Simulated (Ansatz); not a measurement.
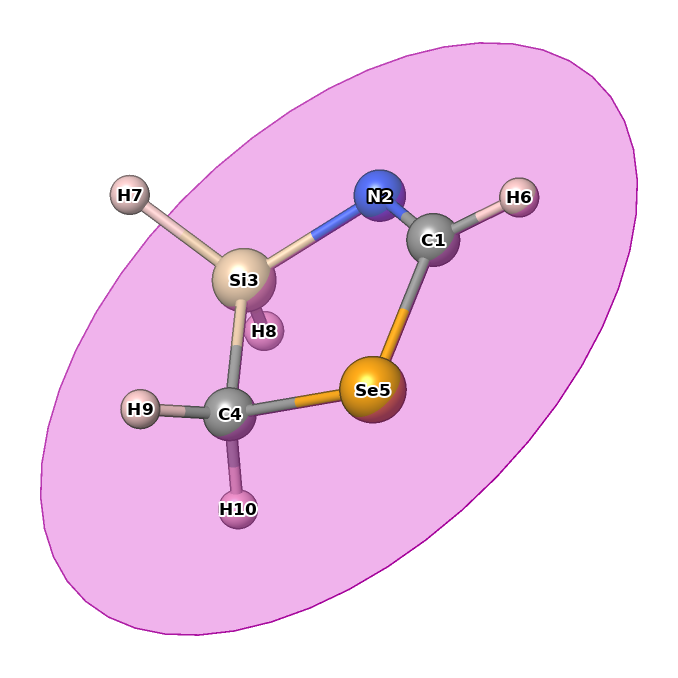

A disc through the centre of mass is drawn in. Depth is shown by fading: the farther an atom, the more it takes the colour of the background. The geometry was computed by an optimisation with PBE0-D4/def2-TZVP. No frequency run is at hand to confirm it as a minimum.

> Is the plane of the disc a mirror plane of the structure?

Yes. The reflection leaves C1, N2, Si3, C4, Se5, H6 in place and moves H7 ↔ H8; H9 ↔ H10. The point group is Cs.
